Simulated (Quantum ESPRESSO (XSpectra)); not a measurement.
# The core hole at the Al K edge of Al2O3 (R-3c)

```
CELL_PARAMETERS angstrom
      2.40251     1.38709     4.37208
     -2.40251     1.38709     4.37208
      0.00000    -2.77419     4.37208
ATOMIC_POSITIONS crystal
  Al 0.14790 0.14790 0.14790
  Al 0.85210 0.85210 0.85210
  Al 0.35210 0.35210 0.35210
  Al 0.64790 0.64790 0.64790
  O  0.94386 0.55614 0.25000
  O  0.05614 0.44386 0.75000
  O  0.25000 0.94386 0.55614
  O  0.75000 0.05614 0.44386
  O  0.55614 0.25000 0.94386
  O  0.44386 0.75000 0.05614
```

Geometry: Materials Project entry mp-1143 (a computed structure). The cell is the entry's, not relaxed again.

Absorber: atom 1, Al on Wyckoff site c (site symmetry 3.), with 3 O at 1.87 Å, 3 O at 1.99 Å.

Method: LDA, no, half or full core hole, dipole K-edge X-ray absorption, plane waves, Troullier-Martins potentials made with ld1.x, scalar-relativistic, no spin, constant broadening (Quantum ESPRESSO (XSpectra)).

Full-hole run: 40-atom cell (absorber images 7.1 Å apart), 70 Ry, k meshes 2×2×2 (SCF) and 3×3×3 (spectrum), Lorentzian half width 0.7 eV. The ground-state test found a gap, so occupations are fixed and the excited electron is left out (charged cell on a uniform background); energies count from the highest occupied level. Field directions run: x; z, weighted by the site's symmetry in the crystal. Intensities are scaled to a mean of 1 over 0–35 eV.

The half-hole run shares these settings; the run without a hole takes the primitive cell with a 5×5×5 mesh.

```csv
core hole,mean 0–10 eV,mean 10–20 eV,mean 20–30 eV,highest value below 30 eV
none (primitive cell),0.20,1.87,1.06,2.9
half,0.48,1.89,0.81,2.8
full,1.12,1.44,0.65,4.4
```

From no hole to a full hole the mean over the first 10 eV goes from 0.20 through 0.48 to 1.12: the hole pulls absorption towards the edge. The cell size was not varied. Each run counts from its own energy zero.

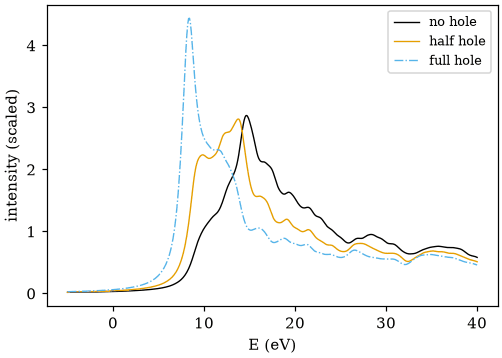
The three spectra
